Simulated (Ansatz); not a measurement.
**Changed inputs in constrained RPA: CsReF3 (cubic perovskite) (Pm-3m)**

Wanted: the sensitivity and cost of U and J for CsReF3 (cubic perovskite) (Pm-3m).

Calculated with Ansatz 0.2.0; constrained RPA on PBEsol, plane waves, PAW.

The structure was built from a prototype and need not be the compound's stable phase.

## (1) Starting point

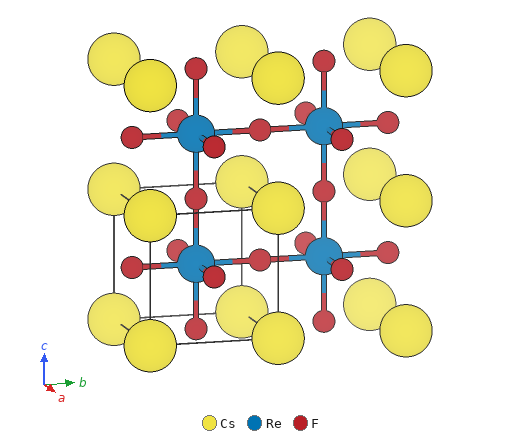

The cell as given, slightly off an axis (caesium yellow, rhenium blue, fluorine red). 1×2×2 cells are drawn. Some periodic images of atoms are drawn too.

The structure was relaxed with PBEsol. The structure type comes from a generator and need not be one that this composition takes. The structure was generated from a model, not taken from a measurement. The runs that relaxed it are not among those shown. The program's search for lower electronic states was switched off, so nothing shows that the state found is the lowest. Spin-orbit coupling is left out unless a step names it. The default PAW set here is soft_2. Its files were made with PBE.

## (2) Base: Re t2g, bands v3 to v1, 4×4×4 mesh, medium accuracy

Constrained RPA screens the interaction with every transition except those inside the target bands, which a later many-body model would treat itself.

The input, input.yaml:

```yaml
crystal:
  lattice:
    - [0.0, -4.26015021, 0.0]
    - [0.0, 0.0, 4.26015021]
    - [-4.26015021, 0.0, 0.0]
  atoms:
    - { symbol: Cs, position: [0.0, 0.0, 0.0] }
    - { symbol: Re, position: [0.5, 0.5, 0.5] }
    - { symbol: F, position: [0.5, 0.5, 0.0] }
    - { symbol: F, position: [0.5, 0.0, 0.5] }
    - { symbol: F, position: [0.0, 0.5, 0.5] }
kpoints:
  mp_grid: { grid: [6, 6, 6] }
hamiltonian:
  xc: pbesol
scf:
  occupations: { method: gaussian, width: 0.08 }
  n_extra_bands: 19
  max_iter: 150
  lower_state_search: "off"
output:
  crpa:
    kmesh: [4, 4, 4]
    target_bands: [v3, v1]
    projections: [{ species: Re, l: d, shell: 5, orbitals: [dxz, dyz, dxy] }]
  local_orbitals:
    kmesh: [8, 8, 8]
    orbitals: [{ species: Re, l: d, shell: 5, orbitals: [dxz, dyz, dxy] }]
    window: { bands: [v3, v1] }
    seedname: lo
```

Started as:

```sh
$ ansatz run input.yaml --threads 4 --pin off --max-ram 9216MiB --backend cpu --events-out ev --progress --plain --runs-dir out
```

Numbers of over 12 decimals in the logs are rounded to 6 here.

What it wrote:

```text
scf.n_extra_bands = 19 over 23 filled bands (N_el = 45.0): the run solves 42 bands
Engine: ansatz 0.2.0, aarch64-unknown-linux-gnu
Pseudopotentials: kind: paw
Pseudopotential: Cs, paw, valence charge 9, recommended cutoff 420 eV (normal), Cs.paw.azcp
Pseudopotential: Re, paw, valence charge 15, recommended cutoff 420 eV (normal), Re.paw.azcp
Pseudopotential: F, paw, valence charge 7, recommended cutoff 420 eV (normal), F.paw.azcp
Functional definition: PBEsol
  exchange = pbesol_x
  correlation = pbesol_c
Crystal: 5 atoms, lattice volume = 77.317 Å³
Basis set: ecut = 420 eV, 1503 PW (Γ)
Bands: 42, of which v1, the nominal top of the filled ones, is band 23 counted from 1 (22 counted from 0)
Symmetry: 48 space group operations
Space group: Pm-3m (ITA 221), of the structure as read, at distance tolerance 4.3e-5 Å
k-points: 20 of 216
Non-local potential: Cs, projectors of the file, l = 0: 3, l = 1: 2, l = 2: 2, l = 3: 2
Non-local potential: Re, projectors of the file, l = 0: 3, l = 1: 2, l = 2: 2, l = 3: 1
Non-local potential: F, projectors of the file, l = 0: 2, l = 1: 2, l = 2: 1
PAW form: soft (Blöchl's): semilocal exchange-correlation on the pseudo side does not see the compensation charge
PAW frozen core: Cs, regenerated for the run's functional, and the local potential with it (the file was generated under x = pbe(κ = 0.804, μ = 0.219515), c = pbe(β = 0.066725))
PAW frozen core: Re, regenerated for the run's functional, and the local potential with it (the file was generated under x = pbe(κ = 0.804, μ = 0.219515), c = pbe(β = 0.066725))
PAW frozen core: F, regenerated for the run's functional, and the local potential with it (the file was generated under x = pbe(κ = 0.804, μ = 0.219515), c = pbe(β = 0.066725))
PAW one-centre angular grid: Cs, 194 points (default); XC on 64 Gauss nodes
PAW one-centre angular grid: Re, 590 points (default); XC on 64 Gauss nodes
PAW one-centre angular grid: F, 110 points (default); XC on 64 Gauss nodes
Initial density: superposition of atomic densities (neutral atoms: chi_scale 0, normalization atom), corrected by the library's trained network
Initial wavefunctions: pseudopotential atomic-orbital guess
Functional: x = pbesol(κ = 0.804, μ = 0.123457), c = pbesol(β = 0.046)
SCF iter   1: F=—  HF=-18722.380900 eV  |F-HF|=—  |Δ(HF+E_count)|=         —  Δρ=1.40e-2  dr2=9.19e-2  ethr=1.77e-3  ⟨swp⟩=5.7  Hψ=3780  notcnv=0  defer=117
preconditioner: auto → LDOS  [insulator: Δε(μ)=0.176 eV  Ē_g=16.115 eV  σ=0.080 eV  W_gap=0.69  n_scr=18 (ndim 8)  ℏωp=23.5 eV  f_vac=0.018  D(μ)=3.69/eV (n_scr^D=26)  ε∞_Penn≈3.1  β→1.0]
SCF iter   2: F=—  HF=-18722.362349 eV  |F-HF|=—  |Δ(HF+E_count)|=   1.86e-2  Δρ=5.78e-3  dr2=1.38e-2  ethr=2.04e-4  ⟨swp⟩=2.0  Hψ=1507  notcnv=0  defer=238
[...]
SCF iter   7: F=-18722.358046 eV  HF=-18722.358046 eV  |F-HF|=5.82e-11  |Δ(HF+E_count)|=   2.45e-7  Δρ=5.34e-6  dr2=1.57e-8  ethr=2.22e-10  ⟨swp⟩=8.2  Hψ=4221  notcnv=0
SCF 1 converged in 7 iterations: F = -18722.358046 eV  dr2 = 1.57e-8
[...]
NSCF: frozen V_eff on 38 k-points
NSCF: frozen V_eff on 10 k-points
[...]
cRPA screening: q 1/64
cRPA screening: q 2/64
cRPA screening: q 8/64 (q-point 3)
cRPA screening: q 11/64 (q-point 6)
cRPA screening: q 23/64 (q-point 7)
cRPA screening: q 35/64 (q-point 11)
cRPA screening: q 38/64 (q-point 22)
cRPA screening: q 46/64 (q-point 23)
cRPA screening: q 58/64 (q-point 27)
cRPA screening: q 64/64 (q-point 43)
SCF converged after 7 iterations
Free energy (F): -18722.358046 eV
Harris-Foulkes:  -18722.358046 eV  (|F-HF|=5.82e-11)
Internal energy: -18722.346226 eV  (E = F + TS)
E sigma→0 (E₀):  -18722.352136 eV
Entropy (-TS):   -0.011819 eV (-2.364 meV/atom)
Fermi energy:    11.663591 eV
--- Per-component energies (eV) ---
  E_band       = -289.565955
  E_kinetic    = 1302.378910
  E_local      = -3454.792106  (includes V_loc(G=0)·N_el)
  E_nonlocal   = 310.882237
  E_hartree    = 1323.371992
  E_xc         = -806.296229
  E_vxc        = -730.350780  (∫ρ·V_xc dr)
  E_paw        = -14096.553847  (= ΣΔE_a)
  E_vpaw       = -364.436565  (= ΣTr[D̂ρ^β])
  E_aug_tail   = 0.005911  (compensation charges beyond the density's cutoff)
  E_ewald      = -3301.847843
  E_core_change = 0.504749  (= ΣΔE_core)
  E_smearing   = -0.011819  (= −TS)
  E_closure    = -0.000000  (closes the sum)
  Σ components = -18722.358046   (vs F -18722.358046, Δ=0.00e0)
--- Band table (eV; the first three rows and the last of 20) ---
  k-point 0: bands = [... 19 lower, 5.3629, 10.1728, 10.1728, 10.1728, 11.9712, 11.9712, 12.0887, 14.6570, ... 15 higher]
  k-point 1: bands = [... 19 lower, 5.2520, 10.2000, 10.4601, 10.4601, 12.0055, 12.2813, 12.8244, 14.8362, ... 15 higher]
  k-point 2: bands = [... 19 lower, 4.9901, 10.2557, 11.0426, 11.0426, 12.0649, 12.7261, 14.3266, 15.2345, ... 15 higher]
  k-point 19: bands = [... 19 lower, 5.1377, 12.1014, 12.1014, 12.1014, 14.8046, 14.8046, 14.8046, 15.4212, ... 15 higher]
--- cRPA (band scheme, projected local orbitals): target bands 21..23 (1-based), 3 Wannier function(s), 4×4×4 mesh, 46 bands' worth read of 51 solved, ecut_chi 136.0 eV, v(q+G=0) probe_charge, pair densities all_electron ---
  bands read: the sum over 46 bands ends inside a degenerate multiplet in 2 slots, whose members it reads at an even weight; the widest, k=0: bands 46 to 48 (counted from 1) at 1/3 each
  χ-basis size per q: N_G = 257..288
  window electrons = 5.0000, filled by tetrahedron_uncorrected; constrained ε̄⁻¹(q = 0, 0) head = 0.272514; min gauge Gram eig = 0.8166
  Kanamori averages over each shell's own Wannier functions (sites counted from 0, functions from 1):
    Site 1, 5D, 3 of 5 d orbitals (Wannier functions 1, 2, 3; wannier90's mr 2, 3, 5):
      screened: U = 4.2951 eV, U' = 3.5421 eV, J = 0.3327 eV
      screened, to within: U = 9.3e-3 eV, U' = 9.3e-3 eV, J = 6.6e-4 eV
      bare: V = 12.6218 eV, V' = 11.5925 eV, J = 0.5081 eV
  Hermiticity witness max|P − P†| over intra, direct and exchange elements: 7.11e-15 eV (screened), 3.26e-19 eV (bare)
  Reality witness max|Im| over intra, direct and exchange elements: 1.55e-19 eV (screened), 4.04e-19 eV (bare)
```

It took 31 s on 4 threads of Arm Neoverse V2, shared host; peak memory 0.61 GiB; 2 min of CPU time.

Numbers from this step:

```
U                                                 : 4.295 eV
U prime (inter-orbital)                           : 3.542 eV
J                                                 : 0.3327 eV
bare V                                            : 12.62 eV
bare J                                            : 0.5081 eV
stated bound on U                                 : 0.009219 eV
U over bare V                                     : 0.3403
electrons in the window                           : 5.000
head of the constrained inverse dielectric matrix : 0.2725
least eigenvalue of the projection's overlap      : 0.8166
target functions                                  : 3
bands in the sums                                 : 46
r.m.s. miss of the model bands                    : 1.60e-4 eV
width of the target bands                         : 1.929 eV
weight of the projected orbitals in the window    : 0.8889
```

On the Re t2g shell, screening brings the on-site interaction from 12.6 eV down to U = 4.30 eV.

## (3) Changed: 2×2×2 mesh

input.yaml, the sections that differ from step 2:

```yaml
output:
  crpa:
    kmesh: [2, 2, 2]
    target_bands: [v3, v1]
    projections: [{ species: Re, l: d, shell: 5, orbitals: [dxz, dyz, dxy] }]
# crystal, kpoints, hamiltonian, scf: as in step 2
```

What it wrote:

```text
[...]
Crystal: 5 atoms, lattice volume = 77.317 Å³
Basis set: ecut = 420 eV, 1503 PW (Γ)
Bands: 42, of which v1, the nominal top of the filled ones, is band 23 counted from 1 (22 counted from 0)
Symmetry: 48 space group operations
[...]
k-points: 20 of 216
[...]
SCF iter   1: F=—  HF=-18722.380900 eV  |F-HF|=—  |Δ(HF+E_count)|=         —  Δρ=1.40e-2  dr2=9.19e-2  ethr=1.77e-3  ⟨swp⟩=5.7  Hψ=3780  notcnv=0  defer=117
[...]
SCF iter   7: F=-18722.358046 eV  HF=-18722.358046 eV  |F-HF|=5.82e-11  |Δ(HF+E_count)|=   2.45e-7  Δρ=5.34e-6  dr2=1.57e-8  ethr=2.22e-10  ⟨swp⟩=8.2  Hψ=4221  notcnv=0
SCF 1 converged in 7 iterations: F = -18722.358046 eV  dr2 = 1.57e-8
[...]
NSCF: frozen V_eff on 4 k-points
[...]
cRPA screening: q 1/8
cRPA screening: q 2/8
cRPA screening: q 5/8 (q-point 4)
cRPA screening: q 8/8
SCF converged after 7 iterations
Free energy (F): -18722.358046 eV
[...]
Internal energy: -18722.346226 eV  (E = F + TS)
E sigma→0 (E₀):  -18722.352136 eV
Entropy (-TS):   -0.011819 eV (-2.364 meV/atom)
Fermi energy:    11.663591 eV
[...]
--- Band table (eV; the first three rows and the last of 20) ---
  k-point 0: bands = [... 19 lower, 5.3629, 10.1728, 10.1728, 10.1728, 11.9712, 11.9712, 12.0887, 14.6570, ... 15 higher]
  k-point 1: bands = [... 19 lower, 5.2520, 10.2000, 10.4601, 10.4601, 12.0055, 12.2813, 12.8244, 14.8362, ... 15 higher]
  k-point 2: bands = [... 19 lower, 4.9901, 10.2557, 11.0426, 11.0426, 12.0649, 12.7261, 14.3266, 15.2345, ... 15 higher]
  k-point 19: bands = [... 19 lower, 5.1377, 12.1014, 12.1014, 12.1014, 14.8046, 14.8046, 14.8046, 15.4212, ... 15 higher]
[...]
χ-basis size per q: N_G = 257..288
[...]
Site 1, 5D, 3 of 5 d orbitals (Wannier functions 1, 2, 3; wannier90's mr 2, 3, 5):
      screened: U = 4.6163 eV, U' = 3.8378 eV, J = 0.3326 eV
      screened, to within: U = 9.7e-3 eV, U' = 9.7e-3 eV, J = 6.9e-4 eV
      bare: V = 12.9399 eV, V' = 11.8883 eV, J = 0.5171 eV
[...]
```

Elapsed: 5.8 s, on 4 threads; peak memory 0.54 GiB; 19 s of CPU time.

Numbers from this step:

| Quantity | Value |
| --- | --- |
| U | 4.616 eV |
| U prime (inter-orbital) | 3.838 eV |
| J | 0.3326 eV |
| bare V | 12.94 eV |
| bare J | 0.5171 eV |
| stated bound on U | 0.009681 eV |
| U over bare V | 0.3568 |
| electrons in the window | 5.000 |
| head of the constrained inverse dielectric matrix | 0.2584 |
| least eigenvalue of the projection's overlap | 0.8166 |
| target functions | 3 |
| bands in the sums | 46 |
| width of the target bands | 1.929 eV |
| weight of the projected orbitals in the window | 0.8889 |

On the Re t2g shell, screening brings the on-site interaction from 12.9 eV down to U = 4.62 eV.

## (4) Changed: 6×6×6 mesh

Edit input.yaml of step 3 so:

```diff
@@ -22,3 +22,3 @@
   crpa:
-    kmesh: [2, 2, 2]
+    kmesh: [6, 6, 6]
     target_bands: [v3, v1]
```

What it wrote:

```text
[...]
Crystal: 5 atoms, lattice volume = 77.317 Å³
Basis set: ecut = 420 eV, 1503 PW (Γ)
Bands: 42, of which v1, the nominal top of the filled ones, is band 23 counted from 1 (22 counted from 0)
Symmetry: 48 space group operations
[...]
k-points: 20 of 216
[...]
k-point 19: bands = [... 19 lower, 5.1377, 12.1014, 12.1014, 12.1014, 14.8046, 14.8046, 14.8046, 15.4212, ... 15 higher]
[...]
χ-basis size per q: N_G = 257..292
[...]
Site 1, 5D, 3 of 5 d orbitals (Wannier functions 1, 2, 3; wannier90's mr 2, 3, 5):
      screened: U = 4.2724 eV, U' = 3.5208 eV, J = 0.3329 eV
      screened, to within: U = 1.1e-2 eV, U' = 1.1e-2 eV, J = 7.1e-4 eV
      bare: V = 12.5968 eV, V' = 11.5685 eV, J = 0.5077 eV
[...]
[key lines of the parts left out:]
SCF converged after 7 iterations
Free energy (F): -18722.358046 eV
Fermi energy:    11.663591 eV
```

It took 2.8 min on 4 threads; peak memory 0.86 GiB; 11 min of CPU time.

Numbers from this step:

```yaml
u: 4.272 eV
u_prime_inter_orbital: 3.521 eV
j: 0.3329 eV
bare_v: 12.60 eV
bare_j: 0.5077 eV
stated_bound_on_u: 0.01007 eV
u_over_bare_v: 0.3392
electrons_in_the_window: 5.000
head_of_the_constrained_inverse_dielectric_matrix: 0.2786
least_eigenvalue_of_the_projection_s_overlap: 0.8166
target_functions: 3
bands_in_the_sums: 46
width_of_the_target_bands: 1.929 eV
weight_of_the_projected_orbitals_in_the_window: 0.8889
```

On the Re t2g shell, screening brings the on-site interaction from 12.6 eV down to U = 4.27 eV.

## (5) Changed: sums over states

Edit input.yaml of step 4 so:

```diff
@@ -22,4 +22,7 @@
   crpa:
-    kmesh: [6, 6, 6]
+    kmesh: [4, 4, 4]
     target_bands: [v3, v1]
     projections: [{ species: Re, l: d, shell: 5, orbitals: [dxz, dyz, dxy] }]
+    accuracy: sum_over_states
+    n_empty_bands: 92
+    ecut_chi: 250
```

What it wrote:

```text
[...]
Crystal: 5 atoms, lattice volume = 77.317 Å³
Basis set: ecut = 420 eV, 1503 PW (Γ)
Bands: 42, of which v1, the nominal top of the filled ones, is band 23 counted from 1 (22 counted from 0)
Symmetry: 48 space group operations
[...]
k-points: 20 of 216
[...]
χ-basis size per q: N_G = 672..739
[...]
U and J over all bands: no bound (output.crpa.accuracy: sum_over_states); those below are of the sums over the bands read on the sphere of ecut_chi, with what the atoms add
[...]
Site 1, 5D, 3 of 5 d orbitals (Wannier functions 1, 2, 3; wannier90's mr 2, 3, 5):
      screened: U = 4.3541 eV, U' = 3.5444 eV, J = 0.3513 eV
      bare: V = 12.6218 eV, V' = 11.5925 eV, J = 0.5081 eV
[...]
[key lines of the parts left out:]
SCF converged after 7 iterations
Free energy (F): -18722.358046 eV
Fermi energy:    11.663591 eV
```

Wall time 16 s (4 threads); peak memory 0.73 GiB.

This variant gives U = 4.35 eV against 4.30 eV. It is a finite sum over empty states with no bound on its error and stays out of the table below.

[end of part 1 of 2]

[Paths, hosts, dates, memory and timing lines, banners, echoed tables and standing remarks are left out of the program output.]

[Logs are printed without paths, hosts, clocks, repeated set-up lines and the standing remarks that a program may print on its own settings, such as how far it seeks lower states.]

[Runs of the session that timed out or met a known fault of the program may be left out.]

[Hosts, paths, dates, database ids (printed as entryN), source tags and the programs' standing remarks are cut or masked in the printed files.]
